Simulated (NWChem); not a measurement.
**SiH3F (SMILES F[SiH3]) at LC-BLYP/def2-TZVP (density fitting with weigend coulomb fitting)**

Aim: the energy difference between two shapes of SiH3F at LC-BLYP/def2-TZVP (density fitting with weigend coulomb fitting), from 2 runs. 

The results are computed with NWChem 7.3.0.

1 further run of the same task is left out (set aside as unsound or not needed).

## (1) The molecule

SiH3F: 5 atoms, total charge 0, spin state singlet. As SMILES, `F[SiH3]`. Geometry: relaxed at PBE0-D4/def2-TZVP.

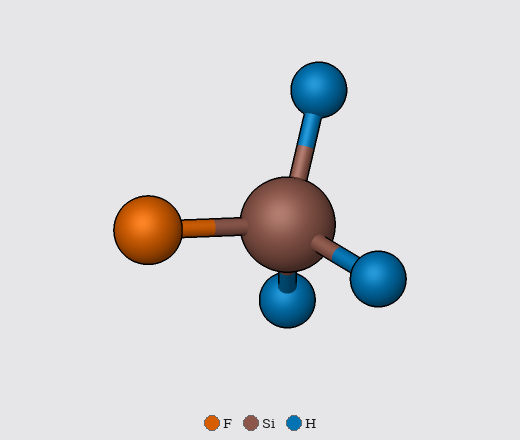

The structure, seen from a chosen angle (fluorine orange, silicon brown, hydrogen blue).

## (2) The charge distribution at LC-BLYP/def2-TZVP (density fitting with weigend coulomb fitting)

Contents of a.nw:

```
start a
memory stack 880 mb heap 220 mb global 1100 mb
geometry
   zmatrix
     F
     Si 1 r2
     H 2 r3 1 a3
     H 2 r4 3 a4 1 d4
     H 2 r5 4 a5 3 d5
   variables
     r2 1.59994
     r3 1.481757
     a3 108.32834
     r4 1.48166
     a4 110.58575
     d4 118.57536
     r5 1.481652
     a5 110.58883
     d5 -122.84593
   end
end
basis spherical bse
   F library def2-TZVP
   Si library def2-TZVP
   H library def2-TZVP
end
basis "cd basis" spherical
   F library "weigend coulomb fitting"
   Si library "weigend coulomb fitting"
   H library "weigend coulomb fitting"
end
dft
   xc xcamb88 1.00 lyp 1.0 hfexch 1.00
   cam 0.33 cam_alpha 0.0 cam_beta 1.0
   grid fine
   direct
   print low
end
property
   electrondensity
   quadrupole
   esp
   efieldgrad
   moldenfile
   molden_norm janpa
end
task dft property
```

Run with:

```console
nwchem a.nw > a.out
```

What it wrote:

```text
[...]
 Group name             C3
[...]
 d= 0,ls=0.0,diis     1   -390.8145851438 -4.54D+02  6.37D-03  9.29D-01     1.6
[...]
 d= 0,ls=0.0,diis     8   -390.8766307113 -3.64D-09  6.71D-07  3.42D-08    10.1
         Total DFT energy =     -390.876630711282
      One electron energy =     -667.738671725829
           Coulomb energy =      245.961006705015
    Exchange-Corr. energy =      -32.141781302731
 Nuclear repulsion energy =       63.042815612264
[...]
```

Wall time 11 s (1 thread of Intel Xeon Platinum 8488C (Sapphire Rapids), shared host); peak memory 0.11 GiB.

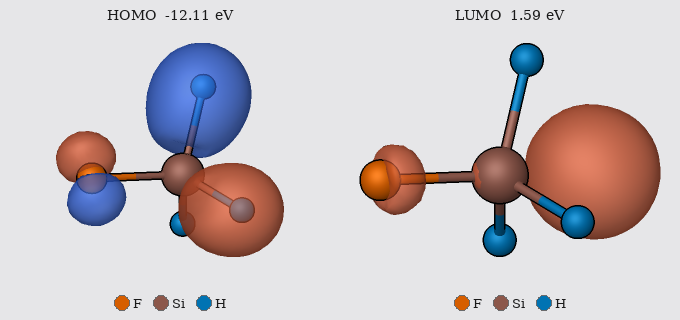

Frontier orbitals of this run, surfaces at ±0.2 Å^-3/2.

## (3) The distorted shape at the same level

Contents of mol.nw:

```
start mol
title "FH3Si"
memory 2200 mb
charge 0

geometry units angstrom
 zmatrix
   F
   Si 1 r2
   H 2 r3 1 a3
   H 2 r4 3 a4 1 d4
   H 2 r5 3 a5 4 d5
 variables
   r2 1.845499
   r3 1.378027
   a3 108.21683
   r4 1.599774
   a4 106.05687
   d4 106.88899
   r5 1.516451
   a5 118.56984
   d5 129.55107
 end
end

basis spherical bse
 * library def2-TZVP
end

basis "cd basis" spherical
 * library "weigend coulomb fitting"
end

dft
 xc xcamb88 1.00 lyp 1.0 hfexch 1.00
 cam 0.33 cam_alpha 0.0 cam_beta 1.0
 grid fine
 direct
 print low
end

property
 electrondensity
 quadrupole
 esp
 efieldgrad
 moldenfile
 molden_norm janpa
end

task dft property
```

Run with:

```console
nwchem mol.nw > mol.out
```

What it wrote:

```text
[...]
 d= 0,ls=0.0,diis     1   -390.7527351960 -4.48D+02  8.64D-03  1.07D+00     2.3
[...]
 d= 0,ls=0.0,diis     8   -390.8417486024 -4.27D-09  7.12D-07  3.47D-08    16.6
         Total DFT energy =     -390.841748602377
      One electron energy =     -655.889688180180
           Coulomb energy =      240.081415973084
    Exchange-Corr. energy =      -32.048483815955
 Nuclear repulsion energy =       57.015007420673
[...]
```

Run time: 17 s. Hardware: 1 thread of Intel Xeon Platinum 8488C (Sapphire Rapids), shared host; peak memory 0.25 GiB.

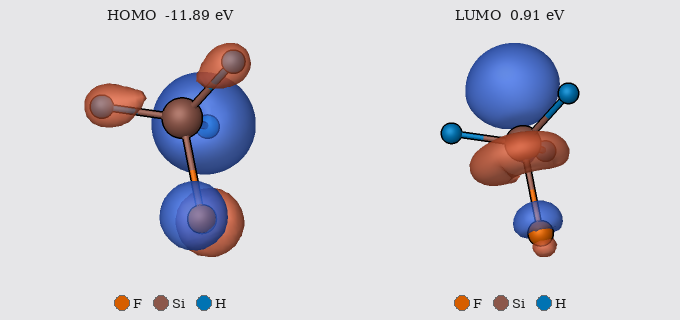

Frontier orbitals of this run, surfaces at ±0.2 Å^-3/2.

## (4) What came out

At LC-BLYP/def2-TZVP (density fitting with weigend coulomb fitting):

| quantity | value |
| --- | --- |
| first shape: total energy | -390.87663 Eh |
| distorted shape: total energy | -390.84175 Eh |
| energy change with the atoms displaced | 0.949 eV |

In words: With the atoms displaced the energy rises by 0.95 eV (21.9 kcal/mol). The first shape isn't relaxed at this level, so the change isn't measured from a minimum.
